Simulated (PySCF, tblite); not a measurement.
# C₄H₉O₃S−: a rotation path, then NMR shifts on frames, part 1 of 2

Aim: move C₄H₉O₃S− (`CCCCS(=O)(=O)[O-]`) away from its starting geometry and see how NMR shifts follow the geometry.

Computed with tblite 0.8.0 and PySCF 2.14.0, with density-fitted response routines of our own, on a single molecule in the gas phase. Atoms count from 0, in the outputs and in this text.

## 1. Starting geometry

17 atoms, charge -1, multiplicity 1; geometry from: GFN2-xTB.

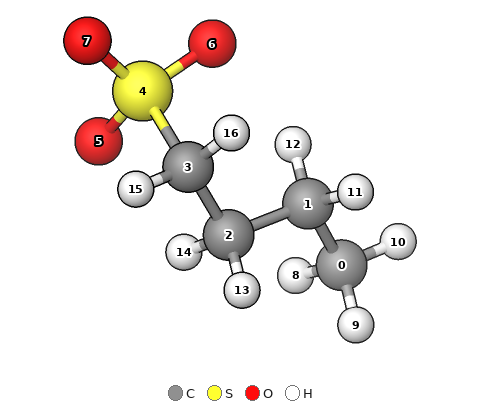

The starting geometry (carbon grey, sulfur yellow, oxygen red, hydrogen white), atoms numbered.

## 2. The rotation path with GFN2-xTB

Job settings and geometry (Å):

```
{"job": {"kind": "neb", "xc": "GFN2-xTB", "basis": "xTB", "atoms": [1, 2, 3, 4], "turn": 120}, "charge": -1, "multiplicity": 1}
C      2.196387     0.863903    -0.040588
C      1.014478     0.044010     0.461871
C      0.184309    -0.527344    -0.683558
C     -1.109354    -1.109915    -0.171418
S     -2.204745     0.285622     0.328795
O     -2.122365     1.243344    -0.773306
O     -1.668559     0.798781     1.591507
O     -3.523351    -0.331551     0.472340
H      1.839893     1.696910    -0.641675
H      2.859742     0.254660    -0.656880
H      2.773255     1.263447     0.792155
H      1.378692    -0.773931     1.092034
H      0.348055     0.664558     1.063251
H      0.770999    -1.268957    -1.245213
H     -0.091514     0.284476    -1.360854
H     -1.667963    -1.634118    -0.941055
H     -0.984960    -1.741865     0.702684
```

Method: GFN2-xTB climbing-image nudged elastic band, gas phase.

On the command line:

```bash
$ OMP_NUM_THREADS=1 python probes_run.py task.json out
```

The driver reads the jobs from task.json and runs them one after another.

What it wrote:

```text
image   E - E0 / eV
  0      -0.0000
  1       0.0212
  2       0.0740
  3       0.1184
  4       0.1314
  5       0.1131
  6       0.0827
  7       0.0607
  8       0.0350
```

It took 10 s on 1 thread, shared host.

The final band, with the dihedral C1–C2–C3–S4:

```
image  dihedral (°)  energy (eV)  energy (kcal/mol)
    0            72        0.000                0.0
    1            84        0.021                0.5
    2            98        0.074                1.7
    3           112        0.118                2.7
    4           126        0.131                3.0
    5           141        0.113                2.6
    6           155        0.083                1.9
    7           170        0.061                1.4
    8           184        0.035                0.8
```

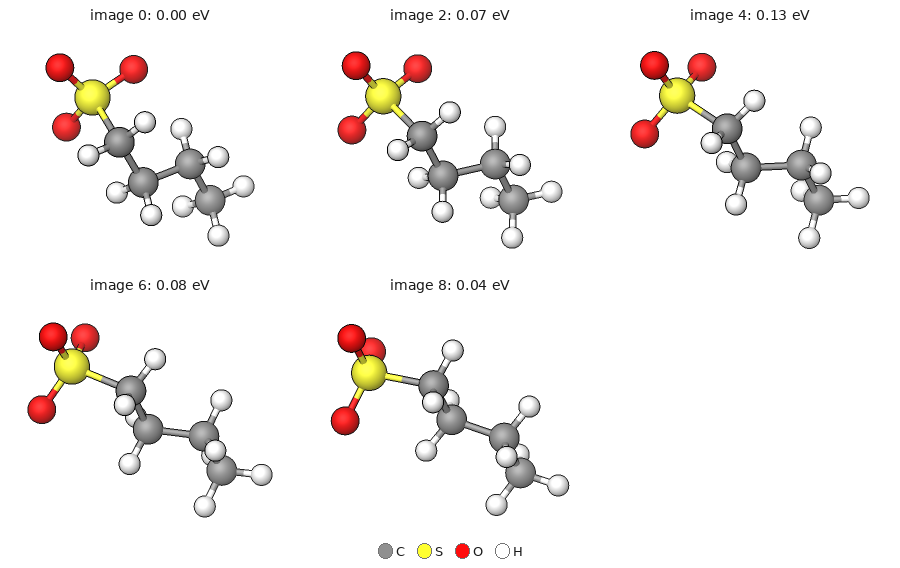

Images along the band.

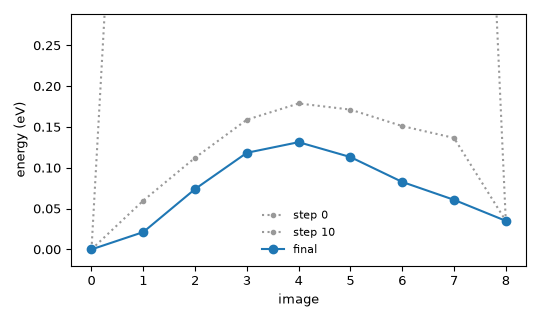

Energy along the band, early and final.

## 3. Shielding tensors: image 0, PBE0/pcSseg-1

Job settings and geometry (Å):

```
{"job": {"kind": "nmr", "xc": "PBE0", "basis": "pcSseg-1", "pop": false}, "charge": -1, "multiplicity": 1}
C      2.196400     0.863900    -0.040600
C      1.014500     0.044000     0.461900
C      0.184300    -0.527300    -0.683600
C     -1.109400    -1.109900    -0.171400
S     -2.204700     0.285600     0.328800
O     -2.122400     1.243300    -0.773300
O     -1.668600     0.798800     1.591500
O     -3.523400    -0.331600     0.472300
H      1.839900     1.696900    -0.641700
H      2.859700     0.254700    -0.656900
H      2.773300     1.263400     0.792200
H      1.378700    -0.773900     1.092000
H      0.348100     0.664600     1.063300
H      0.771000    -1.269000    -1.245200
H     -0.091500     0.284500    -1.360900
H     -1.668000    -1.634100    -0.941100
H     -0.985000    -1.741900     0.702700
```

Method: GIAO PBE0/pcSseg-1 NMR shielding, non-relativistic, gas phase.

What it wrote:

```text
coarse grid: 14808 points
cycle   1  E = -780.7003634077  dE =  1.682e+00  |g| = 1.324e+00  |ddm| = 3.867e+00
cycle   2  E = -780.2597718903  dE =  4.406e-01  |g| = 2.069e+00  |ddm| = 2.915e+00
cycle   3  E = -781.0126038392  dE = -7.528e-01  |g| = 1.914e-01  |ddm| = 1.940e+00
cycle   4  E = -781.0209596776  dE = -8.356e-03  |g| = 5.468e-02  |ddm| = 2.296e-01
cycle   5  E = -781.0216494669  dE = -6.898e-04  |g| = 1.441e-02  |ddm| = 5.437e-02
cycle   6  E = -781.0216951261  dE = -4.566e-05  |g| = 3.408e-03  |ddm| = 1.747e-02
cycle   7  E = -781.0216969717  dE = -1.846e-06  |g| = 1.682e-03  |ddm| = 4.008e-03
final grid: 138552 points
cycle   8  E = -781.1031416690  dE = -3.123e-05  |g| = 1.237e-02  |ddm| = 2.792e-02
cycle   9  E = -781.1031079517  dE =  3.372e-05  |g| = 1.778e-02  |ddm| = 2.558e-02
cycle  10  E = -781.1031729895  dE = -6.504e-05  |g| = 2.092e-03  |ddm| = 1.591e-02
cycle  11  E = -781.1031738005  dE = -8.110e-07  |g| = 3.046e-04  |ddm| = 1.735e-03
cycle  12  E = -781.1031738143  dE = -1.376e-08  |g| = 1.875e-04  |ddm| = 4.105e-04
cycle  13  E = -781.1031738205  dE = -6.270e-09  |g| = 3.674e-05  |ddm| = 1.624e-04
cycle  14  E = -781.1031738208  dE = -2.419e-10  |g| = 9.334e-06  |ddm| = 3.334e-05
converged SCF energy = -781.1031738208

GIAO shielding tensors (ppm)
atom      isotropic    diamagn.    paramagn.     s11        s22        s33       span
  0 C      168.795     247.250     -78.455    156.761    161.830    187.794     31.033
  1 C      162.008     249.798     -87.790    146.973    168.621    170.429     23.456
  2 C      154.001     251.451     -97.450    144.113    147.305    170.584     26.471
  3 C      128.984     254.977    -125.993    109.455    118.144    159.354     49.899
  4 S      185.795    1048.700    -862.905     46.804    243.763    266.819    220.014
  5 O      123.421     405.925    -282.504     84.474    103.584    182.207     97.733
  6 O      100.211     406.488    -306.278     63.383     85.113    152.136     88.753
  7 O      106.764     398.326    -291.562     56.220     99.896    164.176    107.956
  8 H       30.874      31.116      -0.242     26.525     29.820     36.278      9.753
  9 H       31.266      30.531       0.735     27.420     29.162     37.216      9.796
 10 H       30.857      29.653       1.204     26.289     28.199     38.084     11.795
 11 H       31.265      33.572      -2.307     26.285     30.944     36.567     10.282
 12 H       27.363      33.042      -5.679     19.079     26.711     36.298     17.219
 13 H       30.622      33.447      -2.826     25.833     29.731     36.301     10.467
 14 H       29.320      34.390      -5.069     25.332     29.548     33.081      7.749
 15 H       29.691      32.463      -2.772     25.519     29.462     34.091      8.572
 16 H       29.856      33.426      -3.570     27.091     29.665     32.811      5.721
```

It took 83 s on 1 thread, shared host.

Shifts follow as δ = σ(reference) − σ, with reference shieldings (ppm) from runs at the same level and on the same kind of geometry: ¹H TMS 31.72, ¹³C TMS 186.9, ¹⁷O H2O 336.1, ³³S CS2 504. The references are single molecules in the gas phase, so shifts against H2O, NH3, PH3, H3PO4 or CFCl3 are not on the usual liquid scales and can be off by tens of ppm. Each atom is listed at this fixed geometry, with no averaging over motion; a spectrum would average atoms that exchange fast.

```
atoms                         environment  σ (ppm)  δ (ppm)
   C3                 sp3 CH2 bonded to S    129.0     57.9
   C2                             sp3 CH2    154.0     32.9
   C1                             sp3 CH2    162.0     24.9
   C0                       methyl carbon    168.8     18.1
  H12              hydrogen on an sp3 CH2    27.36     4.35
  H14              hydrogen on an sp3 CH2    29.32     2.40
  H15  hydrogen on an sp3 CH2 bonded to S    29.69     2.03
  H16  hydrogen on an sp3 CH2 bonded to S    29.86     1.86
  H13              hydrogen on an sp3 CH2    30.62     1.10
  H10         hydrogen on a methyl carbon    30.86     0.86
   H8         hydrogen on a methyl carbon    30.87     0.84
  H11              hydrogen on an sp3 CH2    31.27     0.45
   H9         hydrogen on a methyl carbon    31.27     0.45
   S4                     sulfonyl sulfur      186      318
   O6      oxygen of an anionic S–O group    100.2    235.9
   O7      oxygen of an anionic S–O group    106.8    229.3
   O5      oxygen of an anionic S–O group    123.4    212.7
```

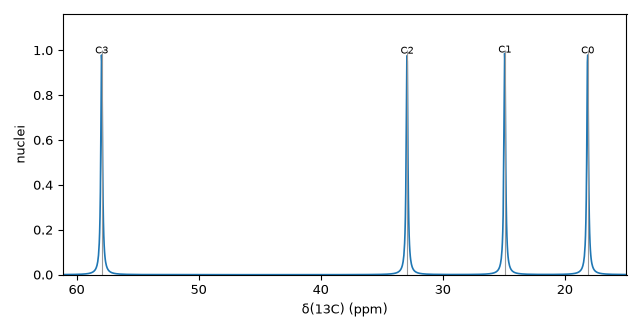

¹³C lines at the computed shifts, without couplings. Lines are broadened to a width of 0.16 ppm (Lorentzian).

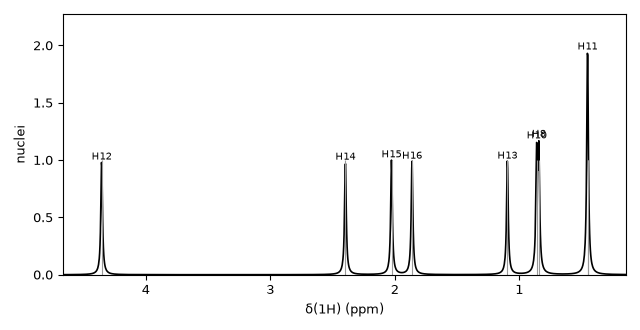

¹H lines at the computed shifts, without couplings. Lines are broadened to a width of 0.02 ppm (Lorentzian).

## 4. Nuclear shieldings: image 2, PBE0/pcSseg-1

Job settings and geometry (Å):

```
{"job": {"kind": "nmr", "xc": "PBE0", "basis": "pcSseg-1", "pop": false}, "charge": -1, "multiplicity": 1}
C      2.302200     0.809000    -0.030100
C      1.151700    -0.046500     0.488000
C      0.137900    -0.375200    -0.603300
C     -1.099400    -1.047100    -0.050600
S     -2.391800     0.249800     0.151500
O     -2.400300     0.977600    -1.118900
O     -1.946100     1.058300     1.285800
O     -3.625600    -0.494300     0.405900
H      1.924800     1.766000    -0.380800
H      2.807300     0.314400    -0.859800
H      3.032800     0.994900     0.756300
H      1.551100    -0.979800     0.898900
H      0.628800     0.484500     1.283800
H      0.614500    -0.989200    -1.376700
H     -0.207400     0.549800    -1.071000
H     -1.533000    -1.779700    -0.722700
H     -0.954400    -1.480500     0.933600
```

Method: GIAO PBE0/pcSseg-1 NMR shielding, non-relativistic, gas phase.

What it wrote:

```text
coarse grid: 14808 points
cycle   1  E = -780.7001396311  dE =  1.665e+00  |g| = 1.324e+00  |ddm| = 3.865e+00
cycle   2  E = -780.2631034395  dE =  4.370e-01  |g| = 2.065e+00  |ddm| = 2.872e+00
cycle   3  E = -781.0116700438  dE = -7.486e-01  |g| = 1.885e-01  |ddm| = 1.906e+00
cycle   4  E = -781.0197936931  dE = -8.124e-03  |g| = 5.336e-02  |ddm| = 2.280e-01
cycle   5  E = -781.0204477842  dE = -6.541e-04  |g| = 1.465e-02  |ddm| = 5.381e-02
cycle   6  E = -781.0204961785  dE = -4.839e-05  |g| = 2.940e-03  |ddm| = 1.763e-02
cycle   7  E = -781.0204977854  dE = -1.607e-06  |g| = 1.066e-03  |ddm| = 3.362e-03
final grid: 138552 points
cycle   8  E = -781.1023044238  dE = -3.832e-05  |g| = 1.243e-02  |ddm| = 2.939e-02
cycle   9  E = -781.1022730742  dE =  3.135e-05  |g| = 1.746e-02  |ddm| = 2.589e-02
cycle  10  E = -781.1023366552  dE = -6.358e-05  |g| = 1.956e-03  |ddm| = 1.572e-02
cycle  11  E = -781.1023373730  dE = -7.178e-07  |g| = 2.580e-04  |ddm| = 1.626e-03
cycle  12  E = -781.1023373850  dE = -1.199e-08  |g| = 1.384e-04  |ddm| = 3.488e-04
cycle  13  E = -781.1023373883  dE = -3.295e-09  |g| = 4.829e-05  |ddm| = 1.399e-04
cycle  14  E = -781.1023373887  dE = -3.993e-10  |g| = 1.068e-05  |ddm| = 4.013e-05
converged SCF energy = -781.1023373887

GIAO shielding tensors (ppm)
atom      isotropic    diamagn.    paramagn.     s11        s22        s33       span
  0 C      168.845     247.151     -78.306    156.673    162.075    187.787     31.114
  1 C      157.872     249.411     -91.540    141.123    160.324    172.169     31.046
  2 C      155.223     251.537     -96.314    142.357    148.611    174.702     32.345
  3 C      129.189     255.026    -125.837    112.363    116.102    159.102     46.739
  4 S      180.618    1048.934    -868.316     47.329    231.361    263.165    215.836
  5 O      124.145     405.386    -281.241     74.452    104.900    193.084    118.632
  6 O      115.151     406.608    -291.457     65.126    106.564    173.762    108.636
  7 O      114.130     398.447    -284.317     68.858    110.099    163.433     94.576
  8 H       30.728      30.997      -0.268     26.474     29.640     36.070      9.596
  9 H       31.198      30.582       0.616     27.312     29.299     36.983      9.671
 10 H       30.893      29.334       1.558     26.344     28.194     38.140     11.795
 11 H       30.847      33.236      -2.388     25.914     30.592     36.037     10.123
 12 H       29.532      33.550      -4.017     24.211     30.216     34.170      9.958
 13 H       30.677      34.240      -3.562     25.720     30.400     35.913     10.193
 14 H       28.844      34.802      -5.958     23.979     28.199     34.354     10.375
 15 H       29.652      32.923      -3.271     25.432     29.703     33.820      8.388
 16 H       30.025      34.077      -4.052     27.194     30.603     32.278      5.083
```

Run time: 77 s. Hardware: 1 thread, shared host.

In short: δ C3 57.7, C2 31.7, C1 29.1, C0 18.1, H14 2.87, H12 2.18 ppm.

(Continued in part 2 of 2.)
